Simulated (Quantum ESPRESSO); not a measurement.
K₃Ag₂

```
K Ag
1.0
     6.66815    0.00000    0.00000
     0.00000    6.66815    0.00000
     0.00000    0.00000    6.66815
K Ag
3 2
Direct
  0.00000 0.50000 0.50000
  0.50000 0.00000 0.50000
  0.50000 0.50000 0.00000
  0.00000 0.00000 0.00000
  0.50000 0.50000 0.50000
```

Space group Pm-3m; a generated structure, not necessarily the stable one.

Theory: Quantum ESPRESSO, Kohn-Sham DFT of a periodic cell, PBE, SSSP 1.3 efficiency PBE.

> What will maps of the valence pseudo-density show?

K–Ag (3.33 Å): the density is about 0.08 e/Å³ at the midpoint.

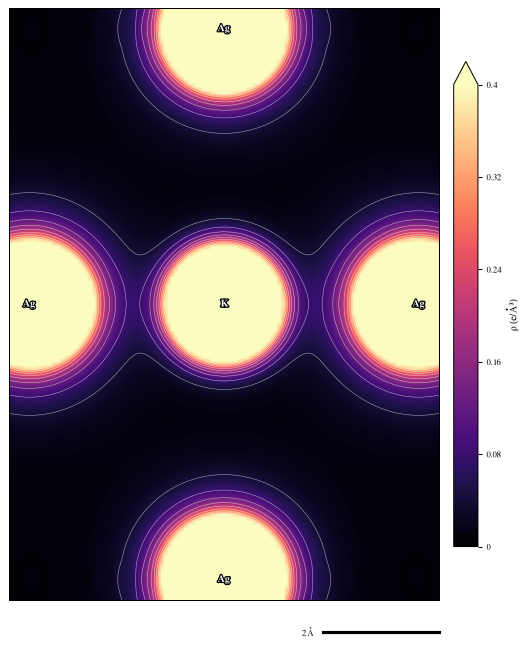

Computed valence pseudo-density on the (101) plane of the conventional cell. 

Core electrons are replaced by pseudopotentials, and the valence fields are smoothed inside the atomic spheres.
